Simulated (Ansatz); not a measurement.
One crystal and one scan (frozen-phonon scan) at two levels, PBE (plane waves to 420 eV, PAW, scalar-relativistic; Ansatz, an electronic-structure program) and r2SCAN (plane waves to 500 eV, PAW, scalar-relativistic; Ansatz), each from its own relaxed cell and on its own mesh. The cell shown is that of PBE.

Starting cell, GaN (wurtzite):

```
CELL_PARAMETERS angstrom
      3.21838     0.00000     0.00000
     -1.60919     2.78720     0.00000
      0.00000     0.00000     5.24320
ATOMIC_POSITIONS crystal
  Ga 0.66667 0.33333 0.00096
  Ga 0.33333 0.66667 0.50096
  N  0.66667 0.33333 0.62424
  N  0.33333 0.66667 0.12424
```

The atoms are displaced by Q × the pattern below (from a DFPT mode at Γ, largest move 1; Q in Å), at fixed cell. It is one choice among 2 degenerate patterns.

| atom | x | y | z |
|---|---|---|---|
| Ga1 | 0.000 | -0.161 | 0.000 |
| Ga2 | 0.000 | 0.161 | 0.000 |
| N3 | 0.000 | -1.000 | 0.000 |
| N4 | 0.000 | 1.000 | 0.000 |

GaN was relaxed with its symmetry unable to fall. Percentages come from the unrounded values.

```csv
quantity,PBE,r2SCAN,PBE − r2SCAN
Lattice constant a (Å),3.218,3.183,+0.035 (+1.1 %)
Lattice constant c (Å),5.243,5.184,+0.059 (+1.1 %)
Relaxed volume (Å³/atom),11.76,11.37,+0.39 (+3.4 %)
"Band gap of the relaxed cell, no spin-orbit coupling (eV)",1.71,2.35,-0.64 (-27 %)
Harmonic wavenumber from the curvature (finite differences) (cm⁻¹ (negative: imaginary)),532,564,-32 (-5.7 %)
```

PBE gives the higher value for: lattice constant a; lattice constant c; relaxed volume. PBE gives the lower value for: band gap of the relaxed cell, no spin-orbit coupling; harmonic wavenumber from the curvature. Both give the same shape of the curve: a single well with its minimum at or next to zero displacement. Neither level is exact: the differences show how much the result hangs on the functional.

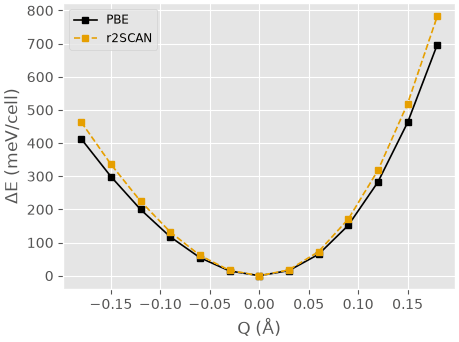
ΔE, each from the undisplaced structure of its own level.

(A displaced cell: forces are minus the slopes of the energy, force constants its curvatures, and phonons follow from these.)
